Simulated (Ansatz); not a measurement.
# One shape, several levels: quartet SiNH4

We compute a comparison of 3 runs (U-r2SCAN/STO-3G, UB2PLYP/STO-3G, UMP2/STO-3G) of quartet SiNH4. 

Program for the calculation: Ansatz 0.2.0.

46 further runs of the same task are left out: 46 set aside as unsound or not needed.

## 1. The system as given

SiNH4 has 6 atoms, charge 0, and is taken as a quartet. As SMILES of the parent species, `[NH][SiH3]`. Geometry: relaxed at PBE0-D4/def2-TZVP. That shape belongs to the parent species and isn't relaxed for this state.

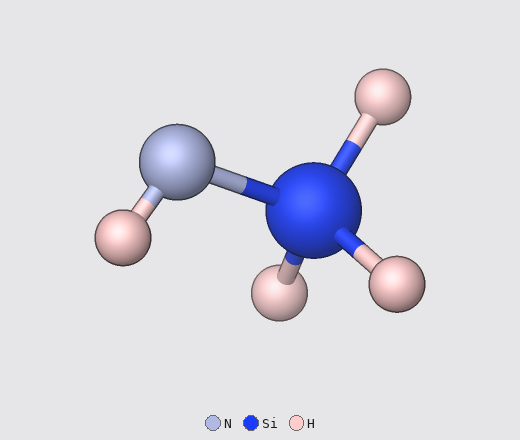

Viewed from a chosen angle; nitrogen light blue, silicon blue, hydrogen pink.

## 2. A single-point energy at U-r2SCAN/STO-3G (run 1)

The input, input.yaml:

```yaml
crystal:
  periodic: [false, false, false]
  atoms:
    - {symbol: "N", position_ang: [0.592100, -0.835200, 0.909500]}
    - {symbol: Si, position_ang: [-0.203700, 0.347600, -0.110000]}
    - {symbol: H, position_ang: [0.922800, -1.640700, 0.372700]}
    - {symbol: H, position_ang: [-1.310600, -0.282300, -0.885500]}
    - {symbol: H, position_ang: [0.789500, 0.911800, -1.068900]}
    - {symbol: H, position_ang: [-0.748100, 1.434800, 0.736200]}
basis:
  gaussian: {orbitals: STO-3G}
magnetization: {spin_polarized: true, initial_magnetization: 3}
hamiltonian: {xc: r2scan}
accuracy: high
```

Launch:

```bash
$ ansatz run input.yaml --threads 1 --pin off --max-ram 2610MiB --events-out events.jsonl --progress --plain --runs-dir runs
```

What it wrote:

```text
Warning: RAYON_NUM_THREADS=1 ignored (pool sized by the plan → 1); use --threads N
Functional definition: r2SCAN
  name "r2SCAN"
  parameter k0 = 0.174
  parameter k1 = 0.065
  parameter a1 = 4.9479
  exchange = r2scan_x(k0 = k0, k1 = k1, a1 = a1)
  correlation = r2scan_c
314 factors; integrals over basis functions are off by at most 1.1e-8 eV
mean field evaluation 1: about -9307.2326 eV, gradient 1.0e1 eV
mean field evaluation 2: about -9306.5403 eV, gradient 1.3e1 eV
mean field evaluation 4: about -9308.5825 eV, gradient 7.7e-1 eV
mean field evaluation 8: about -9308.5487 eV, gradient 4.1e-2 eV
mean field evaluation 16: about -9308.5487 eV, gradient 4.4e-5 eV
mean field -9308.54870957 eV, -342.0828555158 hartree, gradient 2.3e-8 eV, S^2 3.751709; 0 other end points of the search recorded, 0 dependent functions left out
reference -9308.54871046 eV, -342.0828555486 hartree; 14, 11 occupied and 4, 7 virtual orbitals, 314 factors
Total energy: -9308.54871046 eV, -342.0828555486 hartree
```

It took 5.1 s on 1 thread of Arm Neoverse V1, shared host; peak memory 0.22 GiB.

## 3. The energy at UB2PLYP/STO-3G (run 2)

The input, run.yaml:

```yaml
crystal:
  periodic: [false, false, false]
  atoms:
    - {symbol: "N", position_ang: [0.592100, -0.835200, 0.909500]}
    - {symbol: Si, position_ang: [-0.203700, 0.347600, -0.110000]}
    - {symbol: H, position_ang: [0.922800, -1.640700, 0.372700]}
    - {symbol: H, position_ang: [-1.310600, -0.282300, -0.885500]}
    - {symbol: H, position_ang: [0.789500, 0.911800, -1.068900]}
    - {symbol: H, position_ang: [-0.748100, 1.434800, 0.736200]}
basis:
  gaussian:
    orbitals: STO-3G
correlation:
  frozen_orbitals: {H: 0, "N": 1, Si: 5}
magnetization:
  spin_polarized: true
  initial_magnetization: 3
hamiltonian:
  xc: {name: B2PLYP}
accuracy: high
```

Launch:

```bash
$ ansatz run run.yaml --threads 1 --pin off --max-ram 2610MiB --events-out events.jsonl --progress --plain --runs-dir runs
```

What it wrote (excerpt; [...] marks lines left out):

```text
Warning: RAYON_NUM_THREADS=1 ignored (pool sized by the plan → 1); use --threads N
Functional definition: B2PLYP
  name "B2PLYP"
[...]
314 factors; integrals over basis functions are off by at most 1.1e-8 eV
[...]
mean field -9302.74168892 eV, -341.8694514432 hartree, gradient 9.1e-8 eV, S^2 3.752624; 0 other end points of the search recorded, 0 dependent functions left out
6 core orbitals not correlated: weight in the atoms' cores, before any rotation towards them, 1.000 or more for the frozen orbitals, at most 0.000 for the correlated occupied ones
reference -9302.74170573 eV, -341.8694520609 hartree; 8, 5 occupied and 4, 7 virtual orbitals, 314 factors
second order -2.00498065 eV of doubles, -0.00000000 eV of singles
Total energy: -9303.28305051 eV, -341.8893461145 hartree
```

It took 2.2 s on 1 thread of Arm Neoverse V1, shared host; peak memory 0.13 GiB.

## 4. A single-point energy at UMP2/STO-3G (run 3)

The input, job.yaml:

```yaml
crystal:
  periodic: [false, false, false]
  atoms:
    - symbol: N
      position_ang: [0.592100, -0.835200, 0.909500]
    - symbol: Si
      position_ang: [-0.203700, 0.347600, -0.110000]
    - symbol: H
      position_ang: [0.922800, -1.640700, 0.372700]
    - symbol: H
      position_ang: [-1.310600, -0.282300, -0.885500]
    - symbol: H
      position_ang: [0.789500, 0.911800, -1.068900]
    - symbol: H
      position_ang: [-0.748100, 1.434800, 0.736200]
basis:
  gaussian:
    orbitals: STO-3G
magnetization:
  spin_polarized: true
  initial_magnetization: 3
correlation:
  method: mp2
  frozen_orbitals: {H: 0, "N": 1, Si: 5}
accuracy: high
```

Launch:

```bash
$ ansatz run job.yaml --threads 1 --pin off --max-ram 2610MiB --events-out events.jsonl --progress --plain --runs-dir runs
```

What it wrote:

```text
Warning: RAYON_NUM_THREADS=1 ignored (pool sized by the plan → 1); use --threads N
Functional definition: HF
  name "HF"
  exchange = exact_x
  correlation = 0
314 factors; integrals over basis functions are off by at most 1.1e-8 eV
mean field evaluation 1: about -9284.0884 eV, gradient 9.3e0 eV
mean field evaluation 2: about -9284.2005 eV, gradient 9.3e0 eV
mean field evaluation 4: about -9286.2937 eV, gradient 2.6e0 eV
mean field evaluation 8: about -9286.7436 eV, gradient 7.9e-2 eV
mean field evaluation 16: about -9286.7375 eV, gradient 2.8e-8 eV
mean field -9286.73745890 eV, -341.2813068377 hartree, gradient 2.8e-8 eV, S^2 3.757469; 2 other end points of the search recorded, 0 dependent functions left out
6 core orbitals not correlated: weight in the atoms' cores, before any rotation towards them, 1.000 or more for the frozen orbitals, at most 0.000 for the correlated occupied ones
reference -9286.73745890 eV, -341.2813068377 hartree; 8, 5 occupied and 4, 7 virtual orbitals, 314 factors
second order -1.49597391 eV of doubles, -0.00000000 eV of singles
Total energy: -9288.23343281 eV, -341.3362828649 hartree
```

It took 0.16 s on 1 thread of Arm Neoverse V1, shared host.

## 5. Overview of the runs

| run | level | frozen core orbitals | energy (Eh) | ⟨S²⟩ | wall time |
| --- | --- | --- | --- | --- | --- |
| 1 | U-r2SCAN/STO-3G | – | -342.082856 | 3.752 | 5.1 s |
| 2 | UB2PLYP/STO-3G | 6 | -341.889346 | 3.753 | 2.2 s |
| 3 | UMP2/STO-3G | 6 | -341.336283 | 3.757 | 0.16 s |

## 6. What came out

| quantity | value |
| --- | --- |
| run 3: total energy | -341.33628 Eh |
| run 3: correlation energy (6 core orbitals frozen) | -55.0 mEh |
| run 3: ⟨S²⟩ of the reference determinant | 3.757 |

In words: Totals of different functionals can't be ranked against each other. In runs 1, 2, 3 the basis is minimal, so the values are rough. All runs together took 7.5 s, the longest 5.1 s.
